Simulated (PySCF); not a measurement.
Si(F)2(Me)(Ph), SMILES C[Si](F)(F)c1ccccc1 (C7H8F2Si) at its GFN2-xTB optimised geometry (Å):

```
18

C     -2.7630    -0.9640     1.3753
Si    -1.9092     0.0036     0.0000
F     -2.4439    -0.5088    -1.4279
F     -2.4454     1.5202     0.0000
C     -0.0318     0.0036     0.0000
C      0.6852    -0.9668    -0.6991
C      2.0678    -0.9717    -0.6950
C      2.7628    -0.0067     0.0144
C      2.0676     0.9637     0.7163
C      0.6850     0.9659     0.7102
H     -2.4985    -0.5815     2.3565
H     -3.8430    -0.8952     1.2736
H     -2.4950    -2.0160     1.3496
H      0.1495    -1.7191    -1.2593
H      2.6053    -1.7293    -1.2465
H      3.8430    -0.0096     0.0185
H      2.6051     1.7205     1.2691
H      0.1492     1.7293     1.2553
```

Method: PBE0/def2-SVP in PySCF. Cells within 0.4 Å of a nucleus heavier than hydrogen are left out (blank, or x).

Map of the deformation density (molecule minus spherical neutral atoms) (e/bohr³) on the plane z = 0.0 Å:

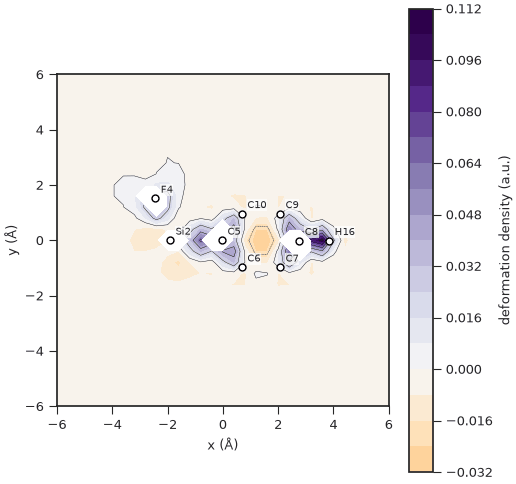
Figure. Deformation density (molecule minus spherical neutral atoms) (e/bohr³) on the plane z = 0.0 Å.
